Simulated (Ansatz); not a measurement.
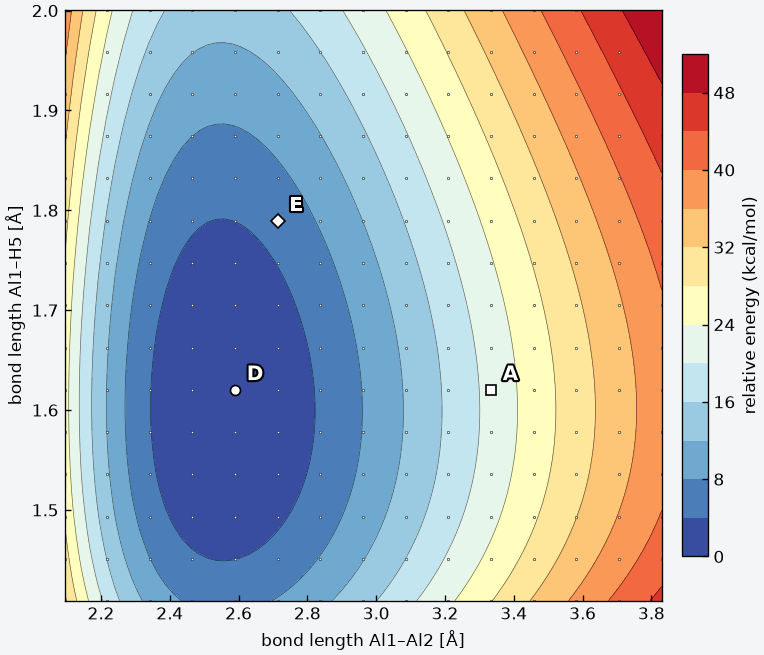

Al2BrH3, SMILES [AlH2][AlH][Br]. 
- Coordinates scanned: (1) bond length Al1–Al2; (2) bond length Al1–H5.
- Nothing is relaxed (all other coordinates rigid).
- The grid has 15 × 15 points.
- All energies are given in kcal/mol relative to the relaxed molecule at the same level.
- The reference is spin-restricted, which grows unreliable where a bond is stretched far.
- These are results of RKS SPW92 (LDA)/def2-TZVP in Ansatz 0.2.0, not measurements.

Drawn: filled contours, dots at the grid points, lettered points. Between grid points the surface is interpolated.

### Is E the lowest point of the computed grid?

No. E lies 5.4 kcal/mol above the lowest grid point, which is at bond length Al1–Al2 = 2.590 Å, bond length Al1–H5 = 1.620 Å.

### What kind of point is each of A, D, E: minimum, saddle, maximum or slope?

A: on a slope; D: minimum; E: on a slope. (In these two coordinates alone; a stationary point may lie a little off the grid point.)

### Rank the lettered points by energy, lowest first.

D (0.15 kcal/mol), E (5.5 kcal/mol), A (21.3 kcal/mol).
